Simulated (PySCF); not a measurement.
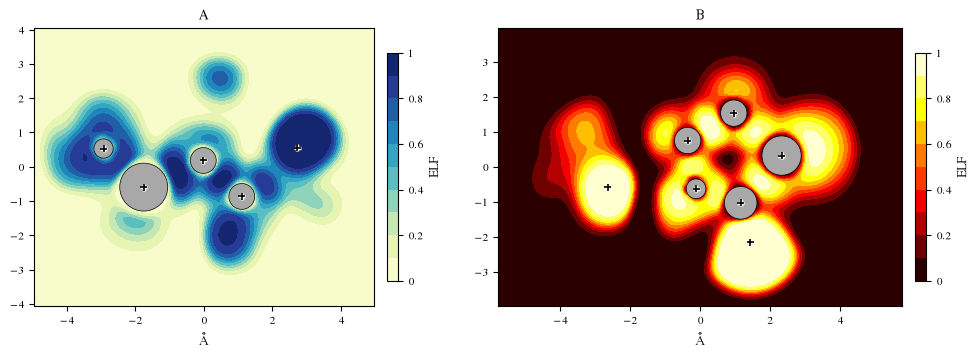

The ELF of 2 systems, each on a plane through atoms (crosses mark nuclei in the plane; grey discs cover the cores).

Method: PySCF, PBE0/def2-SVPD, SCF density, gas phase.

System 1: C₄H₇BO₂S, the plane of atoms S6, B7 and O8. Geometry: GFN2-xTB.

```yaml
atoms:
  - { symbol: C, position_ang: [2.4725, 0.1054, -0.0143] }
  - { symbol: C, position_ang: [1.7157, -0.6089, -0.8264] }
  - { symbol: O, position_ang: [0.3631, -0.7983, -0.7764] }
  - { symbol: C, position_ang: [-0.3408, -0.2927, 0.3182] }
  - { symbol: C, position_ang: [-1.7732, -0.8452, 0.2303] }
  - { symbol: S, position_ang: [-2.8976, 0.5672, -0.0549] }
  - { symbol: B, position_ang: [-1.5284, 1.7098, 0.0644] }
  - { symbol: O, position_ang: [-0.3558, 1.1124, 0.2996] }
  - { symbol: H, position_ang: [2.0769, 0.6758, 0.8065] }
  - { symbol: H, position_ang: [3.5330, 0.1520, -0.1745] }
  - { symbol: H, position_ang: [2.1115, -1.1594, -1.6681] }
  - { symbol: H, position_ang: [0.1569, -0.5991, 1.2555] }
  - { symbol: H, position_ang: [-2.0789, -1.3465, 1.1459] }
  - { symbol: H, position_ang: [-1.8500, -1.5292, -0.6133] }
  - { symbol: H, position_ang: [-1.6094, 2.8646, -0.0143] }
```

System 2: C₅H₁₂OSi, the plane of atoms Si2, C3 and C7. Geometry: GFN2-xTB.

```xyz
19

O     3.0049    1.2601    0.1893
Si    2.1868   -0.1462    0.1392
C     0.3417    0.0838    0.5483
C    -0.3831    1.0855   -0.3831
C    -1.5956    0.3386   -0.9510
C    -1.8680   -0.7631    0.0680
C    -0.4613   -1.2205    0.4367
H     2.9797    1.8366    0.9477
H     2.7615   -1.1117    1.0826
H     2.3747   -0.5250   -1.2545
H     0.2347    0.4457    1.5772
H    -0.7081    1.9595    0.1841
H     0.2628    1.4424   -1.1858
H    -2.4527    0.9947   -1.1003
H    -1.3415   -0.1129   -1.9115
H    -2.4839   -1.5669   -0.3346
H    -2.3688   -0.3468    0.9444
H    -0.0637   -1.8468   -0.3643
H    -0.4300   -1.7977    1.3600
```

### Match each panel to its system.

Panel A is system 2, C₅H₁₂OSi: the plane holds O, Si, C and H. C–C (1.54 Å): the ELF peaks at about 0.95 between the atoms (localised, covalent bonding). Panel B is system 1, C₄H₇BO₂S: the plane holds C, S, B, O and H. B–O (1.34 Å): the ELF peaks at about 0.90 between the atoms; a short, strongly polar bond.
